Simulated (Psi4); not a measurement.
**M06-L/aug-cc-pVDZ run of SiH2F2 (SMILES F[SiH2]F)**

Aim: the vertical electron affinity of SiH2F2 at M06-L/aug-cc-pVDZ, from 2 runs. 

The calculation is run with Psi4 1.11.

**1. Starting point**

SiH2F2 has 5 atoms, charge 0, and is taken as a singlet. SMILES: `F[SiH2]F`. The shape is that of a PBE0-D4/def2-TZVP optimisation.

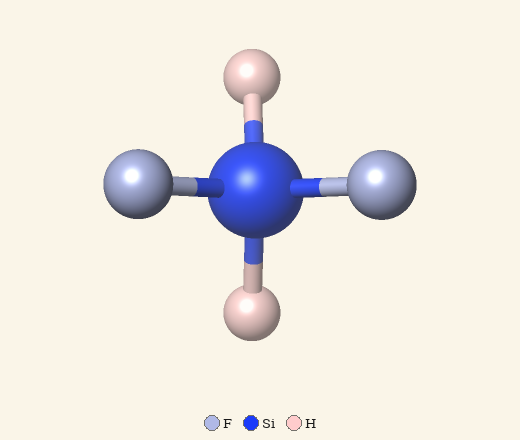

The structure, seen from a chosen angle (fluorine light blue, silicon blue, hydrogen pink).

**2. Energy and forces at M06-L/aug-cc-pVDZ**

Input file job.json:

```json
{
  "schema_name": "qcschema_input",
  "schema_version": 1,
  "molecule": {
    "schema_name": "qcschema_molecule",
    "schema_version": 2,
    "symbols": ["F", "Si", "F", "H", "H"],
    "geometry": [-2.03903339, 1.0170506, 1.8532922, -0.00986437, -0.00102045, -0.10221529, 2.357679, -0.98377252, 1.44924986, -1.11582658, -2.15190673, -1.48589165, 0.80704534, 2.119668, -1.71445403],
    "molecular_charge": 0,
    "molecular_multiplicity": 1,
    "fix_symmetry": "c1",
    "fix_com": true,
    "fix_orientation": true
  },
  "driver": "gradient",
  "model": {
    "method": "m06-l",
    "basis": "aug-cc-pVDZ"
  },
  "keywords": {
    "puream": true,
    "e_convergence": 1e-09,
    "d_convergence": 1e-08,
    "scf_type": "pk",
    "dft_radial_points": 99,
    "dft_spherical_points": 590
  }
}
```

Run with:

```
$ psi4 --qcschema job.json -n 1 --memory 2200MB
```

stdout, shortened:

```text
[...]
  Running in c1 symmetry.
[...]
  Nuclear repulsion =  118.741930786793503
[...]
  Multiplicity = 1
[...]
  Nalpha       = 17
  Nbeta        = 17
[...]
    Number of basis functions: 91
[...]
   @RKS iter   1:  -490.38147010434596   -3.58530e-01   6.27433e-03 DIIS/ADIIS
[...]
   @RKS iter  11:  -490.48506785578809   -8.29914e-12   2.78259e-09 DIIS
[...]
    Orbital Energies [Eh]
    ---------------------
    Doubly Occupied:
       1A    -65.938110     2A    -24.522641     3A    -24.522636
       4A     -5.336125     5A     -3.648340     6A     -3.645782
       7A     -3.642287     8A     -1.200671     9A     -1.184575
      10A     -0.547043    11A     -0.462717    12A     -0.442273
      13A     -0.436829    14A     -0.396822    15A     -0.386729
      16A     -0.382905    17A     -0.319766
[...]
  @RKS Final Energy:  -490.48506785578809
   => Energetics <=
    Nuclear Repulsion Energy =            118.7419307867935032
    One-Electron Energy =                -917.2272611039884396
    Two-Electron Energy =                 350.6984580354004493
    DFT Exchange-Correlation Energy =     -42.6981955739936367
    Empirical Dispersion Energy =           0.0000000000000000
    VV10 Nonlocal Energy =                  0.0000000000000000
    Total Energy =                       -490.4850678557880883
[...]
 Multipole Moments:
 ------------------------------------------------------------------------------------
     Multipole            Electronic (a.u.)      Nuclear  (a.u.)        Total (a.u.)
 ------------------------------------------------------------------------------------
 L = 1.  Multiply by 2.5417464519 to convert [e a0] to [Debye]
 Dipole X            :         -2.4800541            2.4209281           -0.0591261
 Dipole Y            :         -0.2591374            0.2529777           -0.0061597
 Dipole Z            :        -25.7042127           25.0915188           -0.6126939
 Magnitude           :                                                    0.6155710
[...]
  -Total Gradient:
     Atom            X                  Y                   Z
    ------   -----------------  -----------------  -----------------
       1        0.019953203676    -0.010078200538    -0.020482908232
       2        0.003514482110     0.000371447223     0.036470588089
       3       -0.023515131758     0.009703250811    -0.016484346045
       4        0.000585589006     0.001216155861     0.000349653282
       5       -0.000506158250    -0.001209240189     0.000480143781
[...]
```

The result, in JSON:

```text
{
 "driver": "gradient",
 "model": {
  "method": "m06-l",
  "basis": "aug-cc-pVDZ"
 },
 "success": true,
 "return_result": [0.019953203675556377, -0.010078200538214302, -0.020482908231819363, 0.003514482109898359, 0.00037144722335650496, 0.03647058808940898, -0.023515131758343105, 0.009703250811063602, -0.016484346045370732, 0.0005855890062401864, 0.0012161558606240963, 0.0003496532819264042, -0.0005061582504167494, -0.001209240189005284, 0.0004801437812540499],
 "properties": {
  "calcinfo_nbasis": 91,
  "calcinfo_nmo": 91,
  "calcinfo_nalpha": 17,
  "calcinfo_nbeta": 17,
  "calcinfo_natom": 5,
  "nuclear_repulsion_energy": 118.7419307867935,
  "return_energy": -490.4850678557881,
  "return_gradient": [0.019953203675556377, -0.010078200538214302, -0.020482908231819363, 0.003514482109898359, 0.00037144722335650496, 0.03647058808940898, -0.023515131758343105, 0.009703250811063602, -0.016484346045370732, 0.0005855890062401864, 0.0012161558606240963, 0.0003496532819264042, -0.0005061582504167494, -0.001209240189005284, 0.0004801437812540499],
  "scf_one_electron_energy": -917.2272611039884,
  "scf_two_electron_energy": 350.69845803540045,
  "scf_xc_energy": -42.69819557399364,
  "scf_dipole_moment": [-0.0591260758473906, -0.006159737432899326, -0.6126938839715237],
  "scf_total_energy": -490.4850678557881,
  "scf_total_gradient": [0.019953203675556377, -0.010078200538214302, -0.020482908231819363, 0.003514482109898359, 0.00037144722335650496, 0.03647058808940898, -0.023515131758343105, 0.009703250811063602, -0.016484346045370732, 0.0005855890062401864, 0.0012161558606240963, 0.0003496532819264042, -0.0005061582504167494, -0.001209240189005284, 0.0004801437812540499],
  "scf_iterations": 11
 }
}
```

Wall time 52 s (1 thread of Intel Xeon Platinum 8259CL at 2.50GHz (Skylake/Cascade Lake), shared host); peak memory 1.3 GiB.

**3. The doublet anion**

Input file input.inp:

```
memory 2200 mb

molecule system {
  -1 2
  F     -1.079010     0.538200     0.980720
  Si    -0.005220    -0.000540    -0.054090
  F      1.247630    -0.520590     0.766910
  H     -0.590470    -1.138740    -0.786300
  H      0.427070     1.121680    -0.907250
  symmetry c1
}

set {
  basis                aug-cc-pVDZ
  reference            uks
  puream               true
  e_convergence        1e-09
  d_convergence        1e-08
  scf_type             pk
  dft_radial_points    99
  dft_spherical_points 590
  maxiter              100
}

energy_value, wavefunction = gradient('m06-l', return_wfn=True)
oeprop(wavefunction, 'MULLIKEN_CHARGES', 'LOWDIN_CHARGES', 'MAYER_INDICES')
print_variables()
```

Run with:

```
$ psi4 -i input.inp -o input.out -n 1
```

input.out, shortened:

```text
[...]
  Running in c1 symmetry.
[...]
  Nuclear repulsion =  118.741930693433218
[...]
  Multiplicity = 2
[...]
  Nalpha       = 18
  Nbeta        = 17
[...]
    Number of basis functions: 91
[...]
   @UKS iter   1:  -490.20535897072062   -1.82419e-01   7.30841e-03 ADIIS/DIIS
[...]
   @UKS iter  20:  -490.44607192238624   -3.80851e-12   8.60500e-09 DIIS
[...]
   @S^2 Observed:                7.510918678E-01
[...]
  @UKS Final Energy:  -490.44607192238624
   => Energetics <=
    Nuclear Repulsion Energy =            118.7419306934332184
    One-Electron Energy =                -921.6327029453586874
    Two-Electron Energy =                 355.2258931852391584
    DFT Exchange-Correlation Energy =     -42.7811928556999632
    Empirical Dispersion Energy =           0.0000000000000000
    VV10 Nonlocal Energy =                  0.0000000000000000
    Total Energy =                       -490.4460719223862384
[...]
 Multipole Moments:
 ------------------------------------------------------------------------------------
     Multipole            Electronic (a.u.)      Nuclear  (a.u.)        Total (a.u.)
 ------------------------------------------------------------------------------------
 L = 1.  Multiply by 2.5417464519 to convert [e a0] to [Debye]
 Dipole X            :          0.4271510           -0.3127915            0.1143595
 Dipole Y            :          0.0445756           -0.0326621            0.0119136
 Dipole Z            :          4.4272427           -3.2418887            1.1853540
 Magnitude           :                                                    1.1909173
[...]
  -Total Gradient:
     Atom            X                  Y                   Z
    ------   -----------------  -----------------  -----------------
       1        0.022039312005    -0.011220625466    -0.024284403687
       2        0.004194428527     0.000442232977     0.043517554094
       3       -0.026291749299     0.010773715895    -0.019839023914
       4        0.001641834696     0.003552269113     0.000275107002
       5       -0.001552648318    -0.003544262803     0.000655552100
[...]
```

It took 1.7 min on 1 thread of Intel Xeon Platinum 8259CL at 2.50GHz (Skylake/Cascade Lake), shared host; peak memory 1.3 GiB.

**4. What came out**

Level: M06-L/aug-cc-pVDZ.

| quantity | value |
| --- | --- |
| singlet SiH2F2: total energy | -490.48507 Eh |
| singlet SiH2F2: dipole moment | 1.56 D |
| singlet SiH2F2: HOMO energy | -8.70 eV |
| singlet SiH2F2: LUMO energy | -0.16 eV |
| singlet SiH2F2: HOMO–LUMO gap | 8.54 eV |
| singlet SiH2F2: largest force on an atom | 1.884 eV/Å |
| doublet anion: total energy | -490.44607 Eh |
| doublet anion: HOMO energy (highest over α and β) | 2.06 eV |
| doublet anion: LUMO energy (lowest over α and β) | 2.67 eV |
| doublet anion: ⟨S²⟩ | 0.751 |
| doublet anion: largest force on an atom | 2.248 eV/Å |
| vertical electron affinity (to the doublet anion) | -1.061 eV |

The anion lies 1.06 eV (102 kJ/mol) above the neutral: the electron isn't bound at this level, and such a value depends on the basis. The largest force (singlet SiH2F2) is 1.88 eV/Å: the shape isn't a stationary point for this species at this level. The HOMO (doublet anion) lies at positive energy, 2.06 eV, as semi-local functionals often give for anions; only total energies tell whether the electron is bound.
